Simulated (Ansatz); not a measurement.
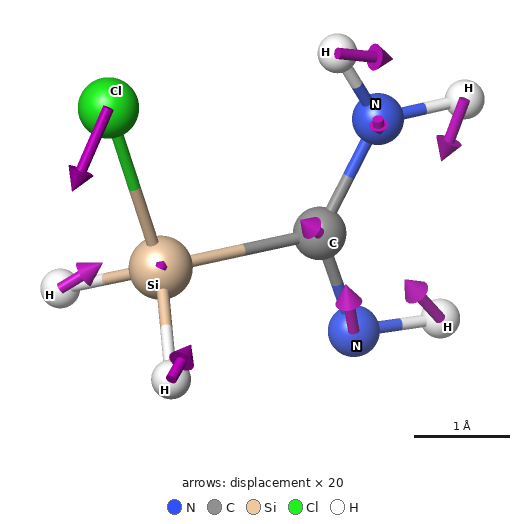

This is a relaxation of CH5ClN2Si. The starting structure is drawn; purple arrows show the displacements, magnified 20 times. The two geometries are superimposed by the best rigid fit.

Style: ball-and-stick. Shown from a free direction.

The start comes from PBE-D4/def2-SVP.

Computed with RKS PBE0-D4/def2-TZVP (Ansatz).

Input file:
```yaml
crystal:
  periodic: [false, false, false]
  atoms:
    - {symbol: N, position_ang: [-1.449325, -0.144985, 0.937983]}
    - {symbol: C, position_ang: [-0.249869, 0.025976, 0.485693]}
    - {symbol: N, position_ang: [0.901426, 0.381186, 1.127503]}
    - {symbol: Si, position_ang: [-0.235998, -0.317732, -1.380242]}
    - {symbol: Cl, position_ang: [1.725487, -0.006870, -2.095214]}
    - {symbol: H, position_ang: [-1.528554, 0.025072, 1.958813]}
    - {symbol: H, position_ang: [1.763396, 0.498211, 0.592961]}
    - {symbol: H, position_ang: [0.912811, 0.596648, 2.125992]}
    - {symbol: H, position_ang: [-1.145538, 0.632163, -2.095186]}
    - {symbol: H, position_ang: [-0.610737, -1.740971, -1.655404]}
basis:
  gaussian: {orbitals: def2-TZVP}
hamiltonian: {xc: pbe0, dispersion: d4}
relax: {f_tol: 0.005, max_steps: 150}
```

Launched with:
```bash
ansatz run in.yaml --threads 4 --pin off --events-out ev --progress --plain --max-ram 10444MiB
```

### What happened in the run?

The largest move after the best rigid fit is that of Cl5, 0.049 Å. Largest moves by element: Cl 0.049 Å, H 0.037 Å, N 0.031 Å, C 0.016 Å, Si 0.004 Å. Among the contacts that change: Si4–Cl5 2.111 → 2.074 Å, Si4–H10 1.497 → 1.477 Å, N3–H7 1.021 → 1.004 Å, N1–C2 1.293 → 1.277 Å. The energy falls by 0.053 eV in 5 accepted moves (6 points after the start). Largest force component: 1 eV/Å at the start, 0.0026 eV/Å at the end. The line search rejected the trial step at point 5 of the run.
